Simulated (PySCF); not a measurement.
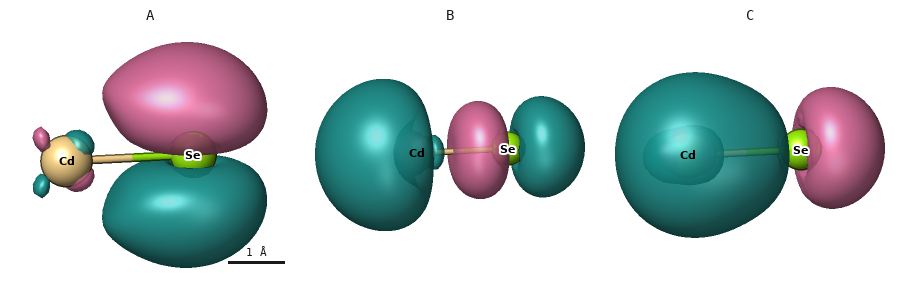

CdSe. Three frontier orbitals, each drawn at the value that holds 80 % of its norm (teal and pink are the two phases), in no order; of a degenerate pair one member is drawn.

Computed with PySCF, PBE0/x2c-TZVPPall, spin-free X2C-1e, Gaussian nucleus, at a bond length of 2.364 Å.

Label each orbital by symmetry, say whether it is occupied, and order them by energy.

Answer. Orbital C: σ, occupied, −8.39 eV; shared between the atoms (Cd 55 %, Se 45 %).
Orbital A: π, occupied, −6.01 eV; mainly on Se (85 %).
Orbital B: σ, empty, −4.05 eV; shared between the atoms (Cd 65 %, Se 35 %).
